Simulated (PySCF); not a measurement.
## Run report: I²⁺, atomic calculation

- system: I²⁺, configuration 1s2 2s2 2p6 3s2 3p6 3d10 4s2 4p6 4d10 5s1 5p3 6s1, multiplicity 6.
- method: unrestricted r2SCAN, aug-cc-pVTZ-PP with ECP28, scalar-relativistic core potential (PySCF)

**The program's output (extracts)**
```
damping factor = 0
level_shift factor = 0
DIIS = <class 'pyscf.scf.diis.CDIIS'>
diis_start_cycle = 1
diis_space = 10
diis_damp = 0
SCF conv_tol = 1e-09
SCF conv_tol_grad = None
number electrons alpha = 14  beta = 9
XC functionals = R2SCAN
    J. W. Furness, A. D. Kaplan, J. Ning, J. P. Perdew, and J. Sun.,  J. Phys. Chem. Lett. 11, 8208-8215 (2020)
    J. W. Furness, A. D. Kaplan, J. Ning, J. P. Perdew, and J. Sun.,  J. Phys. Chem. Lett. 11, 9248-9248 (2020)
    J. W. Furness, A. D. Kaplan, J. Ning, J. P. Perdew, and J. Sun.,  J. Phys. Chem. Lett. 11, 8208-8215 (2020)
    J. W. Furness, A. D. Kaplan, J. Ning, J. P. Perdew, and J. Sun.,  J. Phys. Chem. Lett. 11, 9248-9248 (2020)
cycle= 1 E= -293.856964210131  delta_E= -0.0027  |g|= 0.00929  |ddm|= 0.568
cycle= 2 E= -293.85699004201  delta_E= -2.58e-05  |g|= 0.00272  |ddm|= 0.0838
cycle= 3 E= -293.856991684806  delta_E= -1.64e-06  |g|= 0.00054  |ddm|= 0.017
cycle= 4 E= -293.856991803535  delta_E= -1.19e-07  |g|= 7.07e-05  |ddm|= 0.00697
cycle= 5 E= -293.856991807199  delta_E= -3.66e-09  |g|= 3.74e-06  |ddm|= 0.00164
cycle= 6 E= -293.856991807232  delta_E= -3.25e-11  |g|= 8.16e-08  |ddm|= 0.000199
converged SCF energy = -293.856991807232  <S^2> = 8.7523658  2S+1 = 6.0007885
```

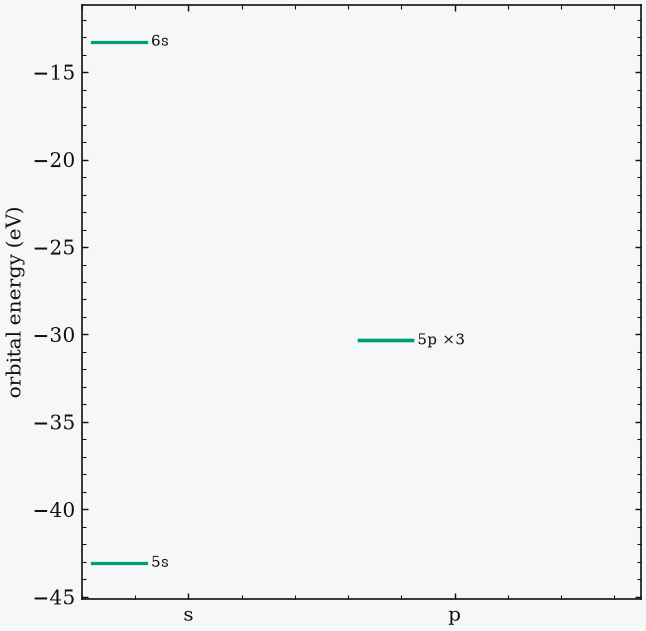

*Orbital energies of the mean field, from the top down to −43.1 eV, by angular momentum, α spin at the left of each column and β at the right; ×n counts the orbitals under one label. Empty levels that the record names by l alone aren't drawn.*

The highest filled orbital is 6s α at −13.3 eV, the lowest empty one s β at −36.6 eV.

**Input**
```python
from pyscf import gto, scf, dft, mp, cc
mol = gto.M(atom="I 0 0 0", charge=2, spin=5, symmetry="D2h",
            basis="aug-cc-pVTZ-PP",
            ecp="aug-cc-pVTZ-PP")
mf = dft.UKS(mol, xc="R2SCAN")
mf.irrep_nelec = {'Ag': (5, 3), 'B1g': (1, 1), 'B2g': (1, 1), 'B3g': (1, 1), 'B1u': (2, 1), 'B2u': (2, 1), 'B3u': (2, 1)}
mf.kernel()
```

The script is an equivalent of what the driver set up; the driver started from orbitals of its own, so the log can be shorter than this script's would be, and it computed the properties (radii, ⟨L²⟩, response) afterwards. It held the occupations shell by shell, which the script's counts by irreducible representation don't always enforce.

**Key numbers**

| quantity | value |
| --- | --- |
| outcome | converged |
| total energy (valence electrons, under a core potential) | −293.856992 hartree |
| ⟨S²⟩ | 8.752 |
| SCF iterations | 6 |
| hardware | 1 CPU thread, shared host |
| CPU time | 2.6 s (integrals apart) |

**Notes**

The driver held the occupations shell by shell, and empty d levels lie below the filled 6s. The script shown fixes the counts by irreducible representation only, so by itself it can fall to another configuration. This is not the ground configuration of the species.
